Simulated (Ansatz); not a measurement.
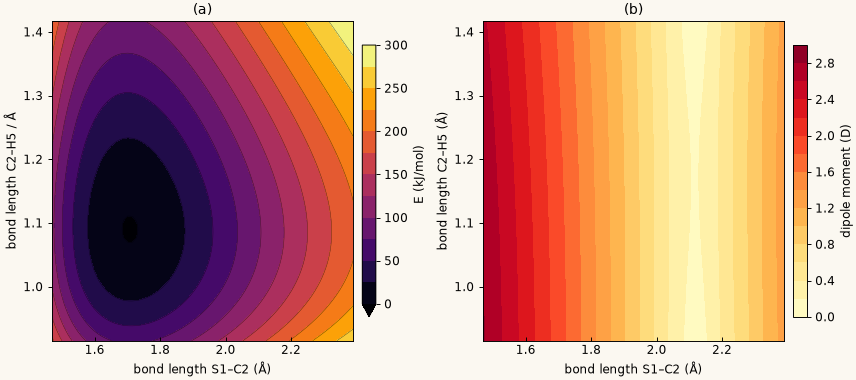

CH2SSe, SMILES SC=[Se]. 
- First axis: bond length S1–C2. Second axis: bond length C2–H5.
- Nothing is relaxed (all other coordinates rigid).
- Grid: 15 × 15 points.
- Points are written as (first, second).
- All energies are given in kJ/mol relative to the lowest grid point.
- Computed with Ansatz, RKS PBE0-D4/def2-TZVP.

Panel (a) is the energy and panel (b) the computed dipole moment on the same grid.

In the figure: filled contours. Between grid points the surface is interpolated.

> How does the dipole moment vary over the map, and what is it at the lowest grid point?

Leaving out the highest fifth of the energies, it runs from 0.12 D at (2.127 Å, 0.915 Å) to 2.82 D at (1.468 Å, 0.951 Å). At the lowest grid point, (1.732 Å, 1.094 Å), it is 1.74 D.

```tsv
bond length C2–H5 ↓, bond length S1–C2 →	1.468	1.534	1.600	1.666	1.732	1.797	1.863	1.929	1.995	2.061	2.127	2.193	2.258	2.324	2.390
1.417	2.64	2.40	2.15	1.90	1.64	1.38	1.10	0.82	0.54	0.25	0.11	0.37	0.67	0.96	1.26
1.381	2.66	2.42	2.17	1.91	1.65	1.39	1.11	0.83	0.54	0.26	0.13	0.39	0.68	0.97	1.27
1.345	2.68	2.44	2.19	1.93	1.67	1.40	1.12	0.84	0.55	0.27	0.15	0.40	0.69	0.98	1.28
1.309	2.70	2.46	2.20	1.94	1.68	1.41	1.13	0.85	0.56	0.28	0.17	0.41	0.69	0.99	1.29
1.274	2.72	2.47	2.22	1.96	1.69	1.42	1.14	0.86	0.57	0.29	0.18	0.41	0.70	1.00	1.29
1.238	2.74	2.49	2.23	1.97	1.70	1.43	1.15	0.86	0.57	0.30	0.19	0.42	0.70	1.00	1.30
1.202	2.75	2.50	2.25	1.98	1.71	1.44	1.16	0.87	0.58	0.30	0.20	0.42	0.71	1.01	1.30
1.166	2.76	2.51	2.26	1.99	1.72	1.45	1.16	0.87	0.58	0.31	0.20	0.42	0.71	1.01	1.30
1.130	2.78	2.53	2.27	2.00	1.73	1.45	1.17	0.88	0.58	0.31	0.19	0.42	0.71	1.01	1.30
1.094	2.79	2.54	2.28	2.01	1.74	1.46	1.17	0.88	0.58	0.31	0.19	0.42	0.71	1.01	1.30
1.059	2.80	2.55	2.29	2.02	1.74	1.46	1.17	0.88	0.58	0.30	0.18	0.41	0.70	1.00	1.30
1.023	2.80	2.55	2.29	2.02	1.75	1.47	1.18	0.88	0.58	0.30	0.17	0.41	0.70	1.00	1.30
0.987	2.81	2.56	2.30	2.03	1.75	1.47	1.18	0.88	0.58	0.29	0.16	0.40	0.69	0.99	1.29
0.951	2.82	2.57	2.30	2.03	1.75	1.47	1.18	0.88	0.58	0.29	0.14	0.39	0.69	0.99	1.29
0.915	2.82	2.57	2.31	2.04	1.76	1.47	1.18	0.88	0.58	0.28	0.12	0.38	0.68	0.98	1.28
```
